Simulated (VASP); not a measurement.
Band structure of Al$_{4}$PSb$_{3}$ (ordered alloy cell). Calculation: PBE GGA, VASP's PBE PAW potentials (set 64) (plane waves; VASP).

Unless said otherwise, spin-orbit coupling is left out, though it shifts the bands of the heavy elements here.

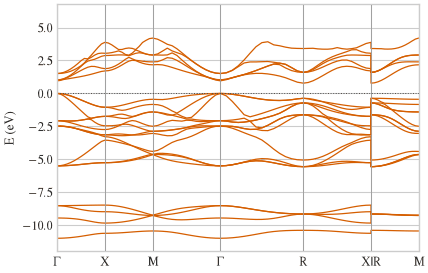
Figure. Bands along high-symmetry lines, zero at the valence-band maximum or, without a gap, the Fermi level

Question: Read the plot: is there a gap, and where are the band edges?

Answer: The gap is indirect, 0.78 eV, from the valence maximum at Γ to the conduction minimum at R. (Edges off the drawn lines would not show.)

The structure was generated: Al4PSb3 was put into an ordered model structure (P-43m), which need not be its known phase. It was relaxed first.
